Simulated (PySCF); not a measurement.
# GeBr₂: relaxation and vibrations of the singlet

Where does singlet GeBr₂ go from a bent start, is the end point a minimum, and what are its modes, charges and moments?

Computed with PySCF 2.14.0. Level: PBE0, basis Ge def2-TZVP, Br def2-TZVP, no relativity, density fitting.

### Step 1. Starting geometry

3 atoms, charge 0, spin multiplicity 1.

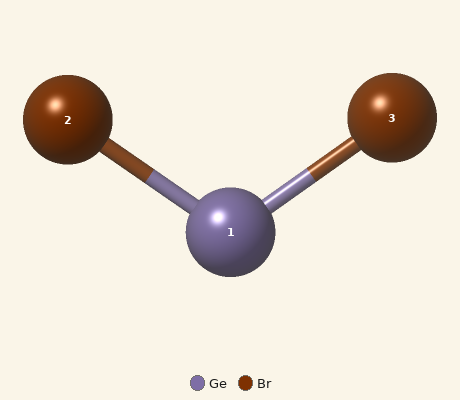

The starting geometry (germanium purple, bromine brown); atoms are numbered from 1 in the order of the file.

Coordinates in bohr (charge 0 multiplicity 1):
```
Ge    0.0000    0.0000    0.0000
Br    3.6377    0.0000    2.5472
Br   -3.6377    0.0000    2.5472
```

### Step 2. First SCF at the start

The steps below are one call of a driver around PySCF. For each, scf.py gives the equivalent set-up of the SCF; relaxations use the driver's own optimiser. After this first run the driver tries any further starts and a stability analysis.

scf.py

```python
from pyscf import gto, scf, dft
mol = gto.M(atom='''
Ge     0.000000     0.000000     0.000000
Br     1.925000     0.000000     1.347900
Br    -1.925000     0.000000     1.347900''',
    basis={'Ge': 'def2-TZVP', 'Br': 'def2-TZVP'},
    charge=0, spin=0)
mf = dft.RKS(mol, xc='PBE0')
mf.grids.atom_grid = (50, 194)
aux = {'Ge': 'def2-universal-JKFIT', 'Br': 'def2-universal-JKFIT'}
mf = mf.density_fit(auxbasis=aux)
mf.conv_tol = 1e-08
mf.diis_space = 10
mf.max_cycle = 60
mf.init_guess = 'minao'
mf.verbose = 4
mf.kernel()
```

Started as:

```
> OMP_NUM_THREADS=4 python axn.py task.json out
```

Standard output:

```text
init E= -7221.9070935765
  HOMO = -0.256536922267943  LUMO = -0.108515271901027  gap/eV = 4.02787
cycle= 1 E= -7224.47572687809  delta_E= -2.57  |g|= 0.751  |ddm|= 1.96
  HOMO = -0.287314660434052  LUMO = -0.172922830061393  gap/eV = 3.11276
cycle= 2 E= -7224.35769577927  delta_E= 0.118  |g|= 1.03  |ddm|= 1.34
  HOMO = -0.276935809067729  LUMO = -0.109779969927157  gap/eV = 4.54854
cycle= 3 E= -7224.54104466601  delta_E= -0.183  |g|= 0.194  |ddm|= 0.912
  HOMO = -0.280164959457703  LUMO = -0.120482523669151  gap/eV = 4.34518
cycle= 4 E= -7224.54794520811  delta_E= -0.0069  |g|= 0.0249  |ddm|= 0.175
  HOMO = -0.281282321179818  LUMO = -0.118649666703084  gap/eV = 4.42546
cycle= 5 E= -7224.54811439505  delta_E= -0.000169  |g|= 0.00692  |ddm|= 0.0315
  HOMO = -0.281186220524967  LUMO = -0.118904014231788  gap/eV = 4.41592
cycle= 6 E= -7224.54812912912  delta_E= -1.47e-05  |g|= 0.000606  |ddm|= 0.00835
  HOMO = -0.28103161128466  LUMO = -0.118732626532224  gap/eV = 4.41638
cycle= 7 E= -7224.54812927618  delta_E= -1.47e-07  |g|= 0.000237  |ddm|= 0.00124
  HOMO = -0.281061156022928  LUMO = -0.118762644292459  gap/eV = 4.41637
cycle= 8 E= -7224.54812929307  delta_E= -1.69e-08  |g|= 6.73e-05  |ddm|= 0.000292
  HOMO = -0.281062816234163  LUMO = -0.118767349753559  gap/eV = 4.41628
cycle= 9 E= -7224.54812929465  delta_E= -1.58e-09  |g|= 9.42e-06  |ddm|= 0.000119
  HOMO = -0.281062770445159  LUMO = -0.118768112408633  gap/eV = 4.41626
Extra cycle  E= -7224.54812929468  delta_E= -2.91e-11  |g|= 8.05e-06  |ddm|= 1.75e-05
converged SCF energy = -7224.54812929468
```

This step, with its further starts and checks, needed 17 s of wall time on 4 threads of Arm Neoverse V2, shared host.

Energies from each starting density:

```tsv
start	energy (Eh)
the minimal-basis guess	-7224.548129
a thermally smeared density	-7224.548129
a smeared PBE density	-7224.548129
```

The test of internal stability and the other starts found no lower closed-shell solution.

### Step 3. Bent start, singlet: relaxation

The program finds C2v symmetry in the start, which this walk keeps. The walk stops when the largest gradient is under 0.0003 Eh/bohr and the energy has settled too.

Changes to scf.py since step 2:

```diff
@@ -3,3 +3,3 @@
-Ge     0.000000     0.000000     0.000000
-Br     1.925000     0.000000     1.347900
-Br    -1.925000     0.000000     1.347900''',
+Ge     0.000000     0.000000    -0.917976
+Br     1.925000     0.000000     0.429924
+Br    -1.925000     0.000000     0.429924''',
@@ -15 +14,0 @@
-mf.init_guess = 'minao'
```

The optimiser's trace:

```tsv
step	energy (Eh)	change (kJ/mol)	largest symmetric gradient (Eh/bohr)
0	-7224.548129	0.00	0.00715
1	-7224.549644	-3.98	0.00485
2	-7224.550223	-5.50	0.00355
3	-7224.550272	-5.62	0.00084
4	-7224.550275	-5.63	0.00002
```

The walk took 14 s.

Geometry (Å) and forces (eV/Å) at some steps:

```
step 0
Ge   0.000   0.000  -0.918   0.000   0.000  -0.367
Br   1.925   0.000   0.430  -0.231   0.000   0.184
Br  -1.925   0.000   0.430   0.231   0.000   0.184
step 1
Ge   0.000   0.000  -0.974   0.000   0.000   0.005
Br   1.872   0.000   0.458  -0.250   0.000  -0.003
Br  -1.872   0.000   0.458   0.250   0.000  -0.003
step 2
Ge   0.000   0.000  -1.023   0.000   0.000   0.183
Br   1.808   0.000   0.482  -0.089   0.000  -0.091
Br  -1.808   0.000   0.482   0.089   0.000  -0.091
step 3
Ge   0.000   0.000  -1.015   0.000   0.000   0.043
Br   1.807   0.000   0.479  -0.026   0.000  -0.022
Br  -1.807   0.000   0.479   0.026   0.000  -0.022
step 4
Ge   0.000   0.000  -1.014   0.000   0.000  -0.001
Br   1.805   0.000   0.478   0.001   0.000   0.000
Br  -1.805   0.000   0.478  -0.001   0.000   0.000
```

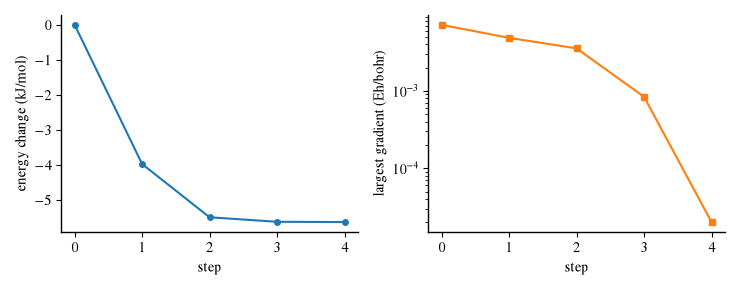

Energy and largest gradient along the walk.

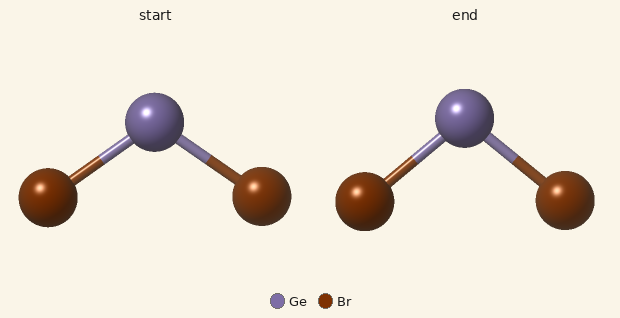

Start and end of the relaxation.

After 4 steps and 5.6 kJ/mol it ends at C2v: Ge–Br 2.342 Å (×2); Br–Ge–Br 100.8°.

### Step 4. Is it a minimum? Harmonic modes

The point is checked on the finer grid, and tightened if its gradient asks for it. The Hessian and the dipole derivatives come from central differences of analytic gradients, with steps of 0.02 bohr.

Changes to scf.py since step 3:

```diff
@@ -3,3 +3,3 @@
-Ge     0.000000     0.000000    -0.917976
-Br     1.925000     0.000000     0.429924
-Br    -1.925000     0.000000     0.429924''',
+Ge     0.000000     0.000000    -1.014440
+Br     1.807089     0.000000     0.475046
+Br    -1.807089     0.000000     0.475046''',
@@ -9 +9 @@
-mf.grids.atom_grid = (50, 194)
+mf.grids.atom_grid = (75, 302)
@@ -12 +12 @@
-mf.conv_tol = 1e-08
+mf.conv_tol = 1e-10
```

The driver hands on the density of the step before, so the log starts near convergence.

SCF at the final geometry:

```text
init E= -7224.55005944536
  HOMO = -0.286426085544893  LUMO = -0.118218751409172  gap/eV = 4.57715
cycle= 1 E= -7224.55005944535  delta_E= 7.28e-12  |g|= 3.73e-06  |ddm|= 5.17e-06
  HOMO = -0.286426286022134  LUMO = -0.118219340351066  gap/eV = 4.57714
Extra cycle  E= -7224.55005944537  delta_E= -1.64e-11  |g|= 5.89e-06  |ddm|= 7.89e-06
converged SCF energy = -7224.55005944537
```

The whole step took 38 s.

Geometry: C2v; Ge–Br 2.342 Å (×2); Br–Ge–Br 101.0°.

Modes, for the most abundant isotopes:

```
symmetry  ω (cm⁻¹)  IR (km/mol)  μ (u)
      a1       103          0.4  78.01
      b2       283         80.2  76.04
      a1       292         25.5  76.30
```

Every mode is real; the point is a minimum.

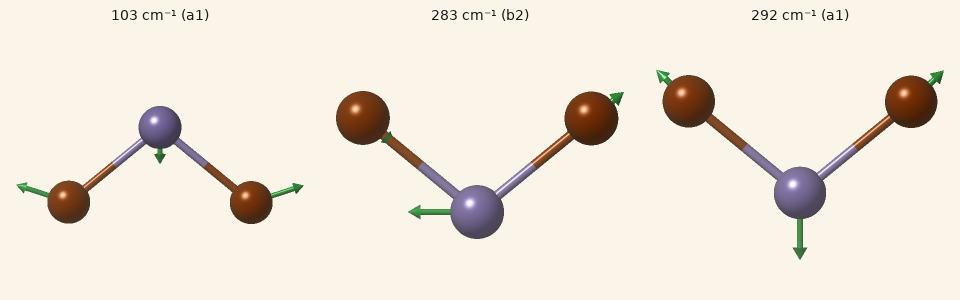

Displacements of 3 of the modes, as arrows (one member where a mode is degenerate).

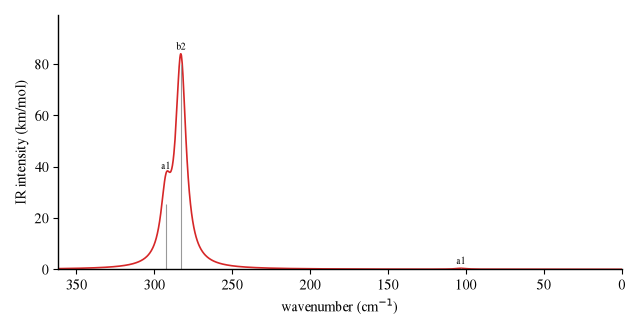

The harmonic infrared spectrum (widths in cm⁻¹). Lines are broadened to a width of 8 cm⁻¹ (Lorentzian).

Properties at this point:

| Quantity | Value |
| --- | --- |
| Dipole moment | 1.81 D |
| Highest occupied level | -7.79 eV |
| Lowest empty level | -3.22 eV |
| Rotational constants | 0.1509, 0.03271, 0.02688 cm⁻¹ |
| Zero-point energy | 4.1 kJ/mol |
| Principal polarisabilities | 47.2, 69.4, 97.2 bohr³ |
| Atomisation energy without zero-point energy | 712 kJ/mol |
| Principal traceless quadrupole moments about the centre of mass | -4.95, 2.07, 2.88 D Å |
| Entropy at 298.15 K and 1 bar | 318.5 J/(mol K) |
| Heat capacity Cp at 298.15 K | 55.6 J/(mol K) |
| Enthalpy at 298.15 K above 0 K | 14.12 kJ/mol |
| Rotational symmetry number | 2 |

Charges (e) and bond orders:

| atom | Mulliken | Löwdin | polar tensor | Mayer order to Ge1 |
| --- | --- | --- | --- | --- |
| Ge1 | 0.57 | -0.04 | 1.07 | – |
| Br2,3 | -0.28 | 0.02 | -0.53 | 1.11 |

Mulliken populations on Ge1: s 7.86, p 13.37, d 10.17, f 0.03.

### Step 5. Would spin polarisation lower it?

At the lowest minimum the closed shell is tested against spin polarisation, on the (50, 194) grid. It is stable.

### Step 6. Results

```
                                 quantity                                value
                                  minimum                         singlet, C2v
                                 geometry  Ge–Br 2.342 Å (×2); Br–Ge–Br 101.0°
                       wavenumbers (cm⁻¹)         103 (a1), 283 (b2), 292 (a1)
                            dipole moment                               1.81 D
     highest occupied, lowest empty level                      -7.79, -3.22 eV
               polar-tensor charge of Ge1                              +1.07 e
                        zero-point energy                           4.1 kJ/mol
                      entropy at 298.15 K                      318.5 J/(mol K)
atomisation energy (no zero-point energy)                           712 kJ/mol
```

What this shows: The molecule stays C2v, as typed, and the end point is a minimum. In the infrared the band at 283 cm⁻¹ (b2) leads. Only this shape and spin were tried, so other structures or states may lie lower.

The search up to here needed 76 s of wall time on 4 threads of Arm Neoverse V2, shared host.
